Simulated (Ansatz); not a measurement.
Cell and atoms:

```
Ga N
1.0
     3.21837    0.00000    0.00000
    -1.60919    2.78719    0.00000
     0.00000    0.00000    5.24317
Ga N
2 2
Cartesian
  1.6092 0.9291 2.6261
  0.0000 1.8581 0.0045
  1.6092 0.9291 0.6509
  0.0000 1.8581 3.2724
```

### Interpret the file: composition, symmetry and coordination.

It has the composition GaN. The symmetry is that of P6_3mc (No. 186), on a primitive hexagonal lattice. It adopts the structure known as wurtzite. One cell contains 2 Ga, 2 N, 4 atoms in all. The coordination shell of Ga holds four N in a tetrahedral arrangement at 1.97 to 1.98 Å. N bonds to four Ga in a tetrahedral arrangement at 1.97 to 1.98 Å. The bonds build a three-dimensional framework.

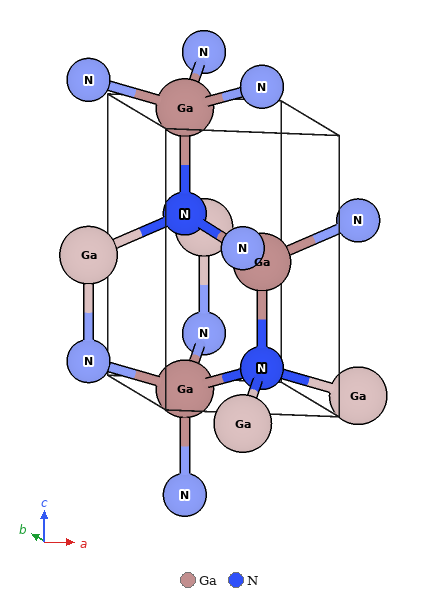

Ball-and-stick representation of a periodic structure, projected slightly off an axis. Thin lines show the conventional unit cell, with boundary atoms drawn in all their periodic places. Atoms of adjacent cells appear where they bond to atoms in the box, in fainter colours. Colours: gallium pink, nitrogen blue.

Its origin is a structure listed in the Materials Project. Earlier steps of the study may have refined or changed the cell and positions. An electronic-structure calculation with Ansatz was run on it.
